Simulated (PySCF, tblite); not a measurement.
# C₅H₉FO: magnetic properties

Aim: compute the magnetic properties of C₅H₉FO (`C=COC[C@@H](C)F`).

Computed with tblite 0.8.0 and PySCF 2.14.0 and routines of our own; the level stands in each step. Atoms count from 0.

### 1 The starting structure

16 atoms, charge 0, multiplicity 1; geometry from: force field or distance geometry start.

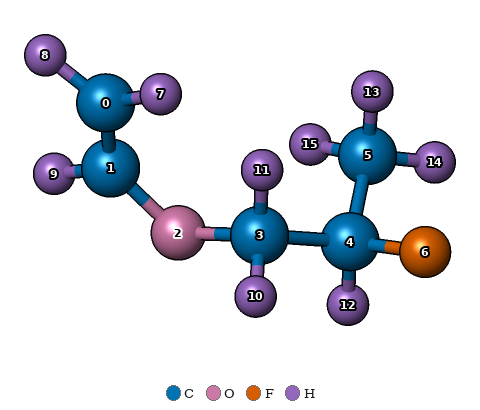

The starting geometry (carbon blue, oxygen pink, fluorine orange, hydrogen purple).

### 2 Optimising the geometry with GFN2-xTB, one coordinate held

Job settings and geometry (Å):

```
{"job": {"kind": "relax", "xc": "GFN2-xTB", "basis": "xTB"}, "charge": 0, "multiplicity": 1}
C      1.630900     0.909400     1.778800
C      1.737500    -0.097900     0.906800
O      0.949000    -0.442700    -0.131700
C     -0.202600     0.393100    -0.386100
C     -1.421200    -0.495400    -0.635500
C     -1.829700    -1.319900     0.563500
F     -2.468600     0.312400    -0.984100
H      0.822700     1.639500     1.743900
H      2.361800     1.037000     2.570200
H      2.557900    -0.812300     0.985700
H     -0.031900     1.017700    -1.257600
H     -0.401800     1.030800     0.487100
H     -1.231500    -1.161700    -1.477900
H     -2.058600    -0.672000     1.413300
H     -2.731100    -1.886900     0.343200
H     -1.036900    -2.012900     0.876500
```

The run is started by

```console
> OMP_NUM_THREADS=1 python excited_run.py task.json out
```

The driver reads the jobs from task.json and runs them one after another.

Output:

```text
step      E/eV     max force
  0    -654.65400    1.090
  1    -654.69520    0.532
  2    -654.70492    0.392
  3    -654.71031    0.183
  4    -654.71353    0.165
  5    -654.71619    0.141
  6    -654.71898    0.134
  7    -654.72120    0.138
  8    -654.72302    0.110
  9    -654.72460    0.128
 10    -654.72593    0.099
 11    -654.72690    0.076
 12    -654.72767    0.093
 13    -654.72851    0.113
 14    -654.72942    0.118
 15    -654.73015    0.108
 16    -654.73063    0.067
 17    -654.73096    0.051
 18    -654.73126    0.054
 19    -654.73154    0.054
 20    -654.73180    0.061
 21    -654.73207    0.073
 22    -654.73238    0.076
 23    -654.73270    0.064
 24    -654.73297    0.048
 25    -654.73318    0.046
 26    -654.73337    0.040
 27    -654.73354    0.040
 28    -654.73371    0.043
 29    -654.73388    0.045
 30    -654.73408    0.037
 31    -654.73430    0.044
 32    -654.73452    0.047
 33    -654.73471    0.044
 34    -654.73487    0.040
 35    -654.73504    0.040
 36    -654.73523    0.041
 37    -654.73542    0.039
 38    -654.73562    0.036
 39    -654.73583    0.041
 40    -654.73611    0.049
 41    -654.73640    0.059
 42    -654.73663    0.050
 43    -654.73677    0.037
 44    -654.73686    0.038
 45    -654.73696    0.041
 46    -654.73705    0.045
 47    -654.73712    0.049
 48    -654.73718    0.052
 49    -654.73723    0.059
 50    -654.73731    0.067
 51    -654.73740    0.077
 52    -654.73750    0.085
 53    -654.73760    0.090
 54    -654.73769    0.093
 55    -654.73779    0.095
 56    -654.73788    0.095
 57    -654.73794    0.095
 58    -654.73799    0.096
 59    -654.73802    0.099
 60    -654.73804    0.102
 61    -654.73805    0.104
```

Wall time 0.37 s (1 thread of Arm Neoverse V2, shared host); peak memory 0.18 GiB.

One coordinate is held by a constraint (a dihedral, as typed in the start), so the force along it need not vanish.

Along the way: (not every step is listed)

```csv
step,energy from step 0 (eV),largest force (eV/Å)
0,0.0000,1.0897
1,-0.0412,0.5316
2,-0.0509,0.3920
3,-0.0563,0.1829
4,-0.0595,0.1654
5,-0.0622,0.1414
6,-0.0650,0.1337
7,-0.0672,0.1385
8,-0.0690,0.1099
12,-0.0737,0.0935
16,-0.0766,0.0673
20,-0.0778,0.0609
24,-0.0790,0.0484
28,-0.0797,0.0433
32,-0.0805,0.0473
36,-0.0812,0.0410
40,-0.0821,0.0486
44,-0.0829,0.0381
48,-0.0832,0.0524
52,-0.0835,0.0848
56,-0.0839,0.0955
57,-0.0839,0.0954
58,-0.0840,0.0964
59,-0.0840,0.0993
60,-0.0840,0.1024
61,-0.0841,0.1041
```

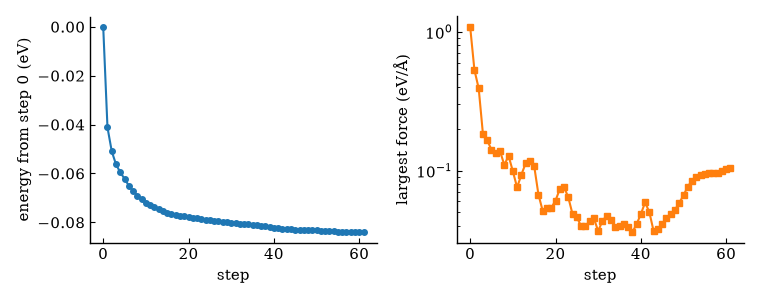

Energy and force, step by step.

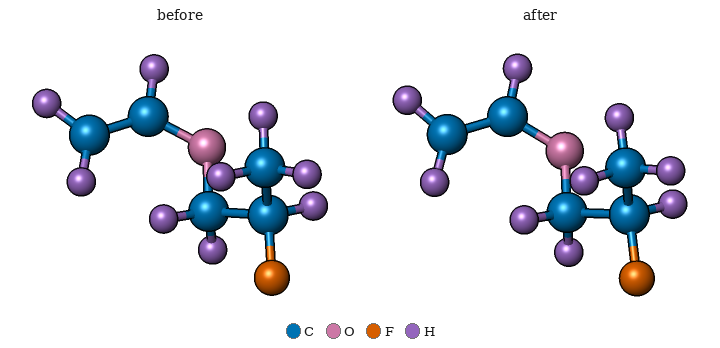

The geometry before (left) and after (right).

Close pairs (by a distance rule), those that changed most:

| bond | before (Å) | after (Å) | change (Å) |
| --- | --- | --- | --- |
| O2–C3 | 1.445 | 1.411 | -0.034 |
| C4–F6 | 1.368 | 1.383 | +0.016 |
| C0–H7 | 1.090 | 1.075 | -0.015 |
| C0–C1 | 1.337 | 1.323 | -0.014 |
| C5–H15 | 1.099 | 1.086 | -0.013 |
| C0–H8 | 1.085 | 1.073 | -0.012 |
| C3–H10 | 1.086 | 1.097 | +0.011 |
| C1–H9 | 1.091 | 1.083 | -0.008 |

The next job starts from the end point, and lists it.

### 3 Magnetic properties: GIAO PBE/pcSseg-1

Job settings and geometry (Å):

```
{"job": {"kind": "mag", "xc": "PBE", "basis": "pcSseg-1", "isotopologues": 0}, "charge": 0, "multiplicity": 1}
C      1.720941     0.935506     1.761945
C      1.714191    -0.098496     0.936727
O      0.901548    -0.371546    -0.113445
C     -0.250363     0.413428    -0.334725
C     -1.421433    -0.526099    -0.646250
C     -1.852898    -1.337090     0.562409
F     -2.479887     0.252769    -1.078610
H      1.031955     1.758812     1.703075
H      2.451834     0.984803     2.546149
H      2.446457    -0.891356     1.020355
H     -0.081704     1.085752    -1.185146
H     -0.506067     1.012613     0.543639
H     -1.158525    -1.179455    -1.487456
H     -2.168355    -0.672995     1.363984
H     -2.683340    -1.986549     0.299304
H     -1.018034    -1.941741     0.903734
```

With the program's defaults for keys left out, this is: GIAO PBE/pcSseg-1 magnetisability, rotational g tensor and spin-rotation constants, non-relativistic, gas phase.

Output:

```text
coarse grid: 13184 points
cycle   1  E = -370.2980917890  dE =  6.553e-01  |g| = 7.771e-01  |ddm| = 3.411e+00
cycle   2  E = -370.1238479224  dE =  1.742e-01  |g| = 1.245e+00  |ddm| = 1.634e+00
cycle   3  E = -370.4142903253  dE = -2.904e-01  |g| = 1.765e-01  |ddm| = 1.073e+00
cycle   4  E = -370.4195046521  dE = -5.214e-03  |g| = 6.757e-02  |ddm| = 1.508e-01
cycle   5  E = -370.4202373648  dE = -7.327e-04  |g| = 3.310e-02  |ddm| = 7.107e-02
cycle   6  E = -370.4205090065  dE = -2.716e-04  |g| = 7.526e-03  |ddm| = 3.434e-02
cycle   7  E = -370.4205221124  dE = -1.311e-05  |g| = 1.652e-03  |ddm| = 6.572e-03
cycle   8  E = -370.4205227412  dE = -6.288e-07  |g| = 3.659e-04  |ddm| = 1.688e-03
final grid: 127200 points
cycle   9  E = -370.5021469622  dE = -1.974e-05  |g| = 2.089e-02  |ddm| = 3.369e-02
cycle  10  E = -370.5018991078  dE =  2.479e-04  |g| = 4.197e-02  |ddm| = 3.920e-02
cycle  11  E = -370.5022245147  dE = -3.254e-04  |g| = 6.582e-03  |ddm| = 2.932e-02
cycle  12  E = -370.5022350472  dE = -1.053e-05  |g| = 1.377e-03  |ddm| = 6.575e-03
cycle  13  E = -370.5022354187  dE = -3.715e-07  |g| = 3.739e-04  |ddm| = 1.267e-03
cycle  14  E = -370.5022354499  dE = -3.119e-08  |g| = 4.671e-05  |ddm| = 3.036e-04
cycle  15  E = -370.5022354503  dE = -4.204e-10  |g| = 2.141e-05  |ddm| = 5.766e-05
converged SCF energy = -370.5022354503

Magnetisability tensor (1e-30 J/T^2)
    -1102.68       -8.48       39.43
       -8.48    -1056.36       53.72
       39.43       53.72    -1074.22
isotropic -1077.75   principal values   -1148.81  -1077.88  -1006.57
isotropic susceptibility -64.904 1e-6 cm^3/mol

Inertial axes            a          b          c
rot. const./GHz      5.5895     1.3305     1.2610
chi total           -63.958    -67.357    -63.396
chi diamagnetic    -317.452   -967.482  -1021.281
chi paramagnetic    253.494    900.125    957.885
quadrupole/D A       -2.851      1.523      1.327
g nuclear            0.6347     0.5558     0.5587
g electronic        -0.6656    -0.5626    -0.5675
g total             -0.0310    -0.0069    -0.0088

Spin-rotation constants (kHz, H = +C I.J)
atom  isotope        aa         bb         cc
  6    19F        3.444      0.540      0.793
  7     1H       -0.343     -0.074     -0.040
  8     1H        0.306     -0.140     -0.124
  9     1H       -0.228     -0.046     -0.037
 10     1H       -0.540      0.065     -0.126
 11     1H       -0.510     -0.155      0.066
 12     1H       -0.493     -0.138      0.078
 13     1H       -0.672     -0.145      0.031
 14     1H       -0.005     -0.103     -0.146
 15     1H       -0.227     -0.083     -0.121
  0    13C*       1.968      0.241      0.263
  1    13C*       2.494      0.420      0.392
  2    17O*      -1.009     -0.183     -0.232
  3    13C*       1.198      0.314      0.307
  4    13C*       1.356      0.362      0.351
  5    13C*       0.935      0.185      0.189
* in the singly substituted isotopologue
```

Run time: 25 s. Hardware: 1 thread of Arm Neoverse V2, shared host; peak memory 0.55 GiB.

From this job:

```
              quantity                      value
       magnetisability           -1078·10⁻³⁰ J/T²
  molar susceptibility         -64.9·10⁻⁶ cm³/mol
rotational g (a, b, c)  -0.0310, -0.0069, -0.0088
```

### 4 What came out

| quantity | value |
| --- | --- |
| magnetisability (step 3, GIAO PBE/pcSseg-1) | -1078·10⁻³⁰ J/T² |
| molar susceptibility (step 3, GIAO PBE/pcSseg-1) | -64.9·10⁻⁶ cm³/mol |
| rotational g (a, b, c) (step 3, GIAO PBE/pcSseg-1) | -0.0310, -0.0069, -0.0088 |

In words: The values above hold for this geometry and these levels alone. Vibrational averaging and real surroundings are missing from these values.
